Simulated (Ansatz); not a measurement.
# The cluster Li₄H₅−: one molecule under many settings

Aim: run the cluster Li₄H₅− under a spread of inputs, and see what each costs and gives.

Method: the settings change from run to run; program: Ansatz 0.2.0, Gaussian basis.

## 1. The relaxed structure

The geometry comes from an earlier relaxation with PBE0-D4 in a triple-zeta def2 set; it is a stationary point, not always the lowest conformer.

9 atoms, charge -1, spin multiplicity 1.

Atoms are counted from 1 here; the program's logs count them from 0.

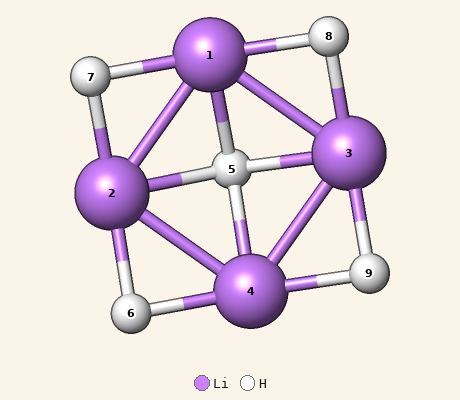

The geometry (lithium purple, hydrogen white); atoms are numbered from 1 in the order of the file.

## 2. RPBE/STO-3G

Options: coordinates scaled by 1.25, a grid of angular degree 47, D4 dispersion, the search for lower states set to off.

The input, in.yaml:

```yaml
crystal:
  periodic: [false, false, false]
  atoms:
    - {symbol: Li, position_ang: [0.523508, 1.260781, 1.735347]}
    - {symbol: Li, position_ang: [-0.382454, -1.699767, 1.353854]}
    - {symbol: Li, position_ang: [0.217939, 1.745053, -1.332330]}
    - {symbol: Li, position_ang: [-0.679147, -1.216277, -1.713195]}
    - {symbol: H, position_ang: [-0.917785, 0.261531, 0.130438]}
    - {symbol: H, position_ang: [-0.587939, -3.062648, -0.422014]}
    - {symbol: H, position_ang: [0.603831, -0.574778, 3.033982]}
    - {symbol: H, position_ang: [1.205320, 2.885532, 0.336535]}
    - {symbol: H, position_ang: [0.016729, 0.400573, -3.122618]}
basis:
  gaussian: {orbitals: STO-3G, final_grid: {core_spheres: 20, valence_spheres: 16, degree: 47}}
total_charge: -1
hamiltonian: {xc: {name: RPBE}, dispersion: d4}
scf: {lower_state_search: off}
output: {forces: true}
```

Command:

```bash
> ansatz run in.yaml --threads 4 --pin off --events-out ev --progress --plain --max-ram 3916MiB
```

Log, cut to the lines that bear on the results:

```text
Functional definition: RPBE
  name "RPBE"
  cite "Hammer, Hansen & Nørskov, Phys. Rev. B 59, 7413 (1999) doi:10.1103/PhysRevB.59.7413"
  cite "Perdew, Burke & Ernzerhof, Phys. Rev. Lett. 77, 3865 (1996) doi:10.1103/PhysRevLett.77.3865"
[...]
294 factors; integrals over basis functions are off by at most 1.4e-3 eV
[...]
mean field -884.68236665 eV, -32.5114773150 hartree, gradient 6.6e-7 eV, S^2 0.000000; 0 other end points of the search recorded, 0 dependent functions left out
[...]
reference -884.68242441 eV, -32.5114794379 hartree; 9, 9 occupied and 16, 16 virtual orbitals, 294 factors
Total energy: -886.38466977 eV, -32.5740358010 hartree
Atom 0 at     0.523508     1.260781     1.735347 Å, force    -0.022235    -0.411167    -0.533265 eV/Å
Atom 1 at    -0.382454    -1.699767     1.353854 Å, force     0.259734     0.456742    -0.421855 eV/Å
Atom 2 at     0.217939     1.745053    -1.332330 Å, force     0.082804    -0.556692     0.369756 eV/Å
Atom 3 at    -0.679147    -1.216277    -1.713195 Å, force     0.355332     0.319500     0.490743 eV/Å
Atom 4 at    -0.917785     0.261531     0.130438 Å, force     0.814368    -0.235792    -0.120596 eV/Å
Atom 5 at    -0.587939    -3.062648    -0.422014 Å, force     0.046256     1.516232     0.229657 eV/Å
Atom 6 at     0.603831    -0.574778     3.033982 Å, force    -0.505741     0.338148    -1.401651 eV/Å
Atom 7 at     1.205320     2.885532     0.336535 Å, force    -0.789117    -1.300650    -0.124063 eV/Å
Atom 8 at     0.016729     0.400573    -3.122618 Å, force    -0.241401    -0.126320     1.511274 eV/Å
Dipole moment:    -0.362397     0.101242     0.048903 e Å
Checks for a lower state left out: stability, starts, cluster_reference, orbital_swaps, neighbouring_geometries, increment
```

It took 0.55 s on 4 threads of Arm Neoverse V2, shared host.

Largest force 1.536 eV/Å.

## 3. B2PLYP/STO-3G

Options: atoms shaken by 0.03 Å.

The input, in.yaml:

```yaml
crystal:
  periodic: [false, false, false]
  atoms:
    - {symbol: Li, position_ang: [0.445255, 0.950351, 1.397693]}
    - {symbol: Li, position_ang: [-0.307750, -1.332706, 1.048684]}
    - {symbol: Li, position_ang: [0.185322, 1.421739, -1.011693]}
    - {symbol: Li, position_ang: [-0.538995, -0.988150, -1.371067]}
    - {symbol: H, position_ang: [-0.768292, 0.253907, 0.121400]}
    - {symbol: H, position_ang: [-0.467493, -2.435165, -0.293616]}
    - {symbol: H, position_ang: [0.462845, -0.468898, 2.396455]}
    - {symbol: H, position_ang: [0.891497, 2.318819, 0.262566]}
    - {symbol: H, position_ang: [-0.003570, 0.329853, -2.465099]}
basis:
  gaussian: {orbitals: STO-3G}
total_charge: -1
hamiltonian: {xc: {name: B2PLYP}}
scf: {omitted_lower_state_checks: [starts]}
```

Launched as before.

Log, cut to the lines that bear on the results:

```text
Functional definition: B2PLYP
  name "B2PLYP"
  cite "Grimme, J. Chem. Phys. 124, 034108 (2006) doi:10.1063/1.2148954"
  cite "Becke, Phys. Rev. A 38, 3098 (1988) doi:10.1103/PhysRevA.38.3098"
  cite "Lee, Yang & Parr, Phys. Rev. B 37, 785 (1988) doi:10.1103/PhysRevB.37.785"
[...]
294 factors; integrals over basis functions are off by at most 1.3e-3 eV
[...]
mean field -883.98686467 eV, -32.4859180887 hartree, gradient 6.3e-6 eV, S^2 0.000000; 0 other end points of the search recorded, 0 dependent functions left out
reference -883.98703072 eV, -32.4859241911 hartree; 9, 9 occupied and 16, 16 virtual orbitals, 294 factors
second order -2.55864582 eV of doubles, -0.00000000 eV of singles
Total energy: -884.67786509 eV, -32.5113118860 hartree
Checks for a lower state left out: starts
```

Wall time 0.45 s (4 threads of Arm Neoverse V2, shared host).

## 4. PBE0/6-31G*

Set apart from the defaults: atoms shaken by 0.15 Å, a grid of angular degree 23.

The input, in.yaml:

```yaml
crystal:
  periodic: [false, false, false]
  atoms:
    - {symbol: Li, position_ang: [0.144198, 0.915688, 1.000351]}
    - {symbol: Li, position_ang: [-0.088338, -1.474514, 0.961149]}
    - {symbol: Li, position_ang: [-0.038340, 1.422533, -0.879668]}
    - {symbol: Li, position_ang: [-0.417402, -0.874246, -1.174256]}
    - {symbol: H, position_ang: [-0.737310, 0.331204, 0.212571]}
    - {symbol: H, position_ang: [-0.360942, -2.784649, -0.429733]}
    - {symbol: H, position_ang: [0.566615, -0.438848, 2.712600]}
    - {symbol: H, position_ang: [0.835574, 2.223233, 0.093544]}
    - {symbol: H, position_ang: [0.023870, 0.028852, -2.544213]}
basis:
  gaussian: {orbitals: "6-31G*", final_grid: {core_spheres: 8, valence_spheres: 7, degree: 23}}
total_charge: -1
hamiltonian: {xc: {name: PBE0}}
```

The command is unchanged.

Log:

```text
Functional definition: PBE0
  name "PBE0"
  cite "Adamo & Barone, J. Chem. Phys. 110, 6158 (1999) doi:10.1063/1.478522"
  cite "Perdew, Burke & Ernzerhof, Phys. Rev. Lett. 77, 3865 (1996) doi:10.1103/PhysRevLett.77.3865"
  parent pbe
  parameter a = 0.25
  parameter kappa = 0.804
  parameter beta = 0.06672455060314922
  exchange = (1 - a)*pbe_x(kappa = kappa, mu = beta*pi^2/3) + a*exact_x
  correlation = pbe_c(beta = beta)
716 factors; their error is unknown
mean field evaluation 1: about -895.7378 eV, gradient 1.3e1 eV
mean field evaluation 2: about -896.5085 eV, gradient 3.9e0 eV
mean field evaluation 4: about -896.5949 eV, gradient 7.1e-2 eV
mean field evaluation 8: about -896.5619 eV, gradient 3.7e-4 eV
mean field -896.56192292 eV, -32.9480429558 hartree, gradient 6.8e-5 eV, S^2 0.000000; 0 other end points of the search recorded, 0 dependent functions left out
reference -896.56196589 eV, -32.9480445351 hartree; 9, 9 occupied and 61, 61 virtual orbitals, 716 factors
Total energy: -896.56196589 eV, -32.9480445351 hartree
```

Wall time 0.35 s (4 threads of Arm Neoverse V2, shared host).

## 5. PBE/pcseg-2

This run has a grid of angular degree 47, D3(BJ) with three-body dispersion.

The input, in.yaml:

```yaml
crystal:
  periodic: [false, false, false]
  atoms:
    - {symbol: Li, position_ang: [0.418806, 1.008625, 1.388278]}
    - {symbol: Li, position_ang: [-0.305963, -1.359813, 1.083083]}
    - {symbol: Li, position_ang: [0.174351, 1.396043, -1.065864]}
    - {symbol: Li, position_ang: [-0.543318, -0.973022, -1.370556]}
    - {symbol: H, position_ang: [-0.734228, 0.209225, 0.104350]}
    - {symbol: H, position_ang: [-0.470351, -2.450118, -0.337611]}
    - {symbol: H, position_ang: [0.483064, -0.459822, 2.427186]}
    - {symbol: H, position_ang: [0.964256, 2.308425, 0.269228]}
    - {symbol: H, position_ang: [0.013383, 0.320458, -2.498094]}
basis:
  gaussian: {orbitals: pcseg-2, final_grid: {core_spheres: 20, valence_spheres: 16, degree: 47}}
total_charge: -1
hamiltonian: {xc: {name: PBE}, dispersion: d3bjatm}
scf: {omitted_lower_state_checks: [starts]}
output: {forces: true}
```

The command is unchanged.

Log, cut to the lines that bear on the results:

```text
Functional definition: PBE
  name "PBE"
  cite "Perdew, Burke & Ernzerhof, Phys. Rev. Lett. 77, 3865 (1996) doi:10.1103/PhysRevLett.77.3865"
  parent pbe
[...]
804 factors; their error is unknown
[...]
mean field -898.65321948 eV, -33.0248966870 hartree, gradient 2.2e-5 eV, S^2 0.000000; 0 other end points of the search recorded, 0 dependent functions left out
[...]
reference -898.65327638 eV, -33.0248987777 hartree; 9, 9 occupied and 121, 121 virtual orbitals, 804 factors
Total energy: -898.83187861 eV, -33.0314622888 hartree
Atom 0 at     0.418806     1.008625     1.388278 Å, force    -0.010107    -0.010913    -0.018046 eV/Å
Atom 1 at    -0.305963    -1.359813     1.083083 Å, force     0.006419     0.014833    -0.007039 eV/Å
Atom 2 at     0.174351     1.396043    -1.065864 Å, force     0.002423    -0.009367     0.015561 eV/Å
Atom 3 at    -0.543318    -0.973022    -1.370556 Å, force     0.015719     0.007619     0.015807 eV/Å
Atom 4 at    -0.734228     0.209225     0.104350 Å, force    -0.012138     0.000736    -0.002006 eV/Å
Atom 5 at    -0.470351    -2.450118    -0.337611 Å, force    -0.020204    -0.048860    -0.017544 eV/Å
Atom 6 at     0.483064    -0.459822     2.427186 Å, force     0.009191    -0.007656     0.057338 eV/Å
Atom 7 at     0.964256     2.308425     0.269228 Å, force     0.021377     0.055325     0.008973 eV/Å
Atom 8 at     0.013383     0.320458    -2.498094 Å, force    -0.012679    -0.001716    -0.053042 eV/Å
Dipole moment:    -0.499209     0.140892     0.069195 e Å
Checks for a lower state left out: starts
```

Run time: 1.8 s. Hardware: 4 threads of Arm Neoverse V2, shared host.

Largest force 0.060 eV/Å.

## 6. All runs side by side

| level | charge | multiplicity | geometry | functions | energy (eV) | time |
| --- | --- | --- | --- | --- | --- | --- |
| RPBE/STO-3G | -1 | 1 | scaled | 25 | -886.385 | 0.55 s |
| B2PLYP/STO-3G | -1 | 1 | shaken | 25 | -884.678 | 0.45 s |
| PBE0/6-31G* | -1 | 1 | shaken | 70 | -896.562 | 0.35 s |
| PBE/pcseg-2 | -1 | 1 | relaxed | 130 | -898.832 | 1.8 s |

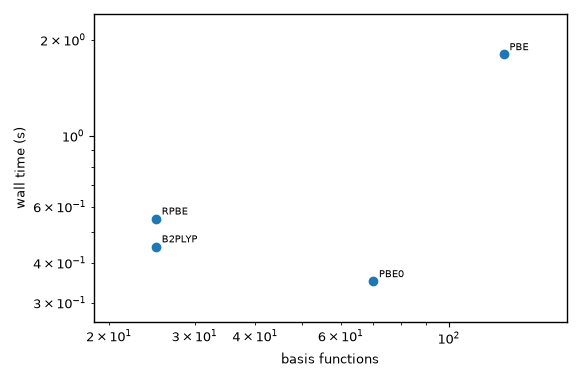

Wall time against the number of basis functions (shared host).

## 7. Outcome

```
quantity                value
    runs                    4
quickest  PBE0/6-31G*, 0.35 s
 slowest   PBE/pcseg-2, 1.8 s
```

The runs differ in state or geometry as well as level, so their energies can't be set against each other. PBE/pcseg-2 took 5 times as long as PBE0/6-31G*. The jobs differ in tasks and options as well as level. At the PBE0-D4/def2-TZVPD geometry and in the same state, runs without warnings or point charges leave forces up to 0.06 eV/Å (PBE/pcseg-2), against 1.5 eV/Å where the atoms were moved.
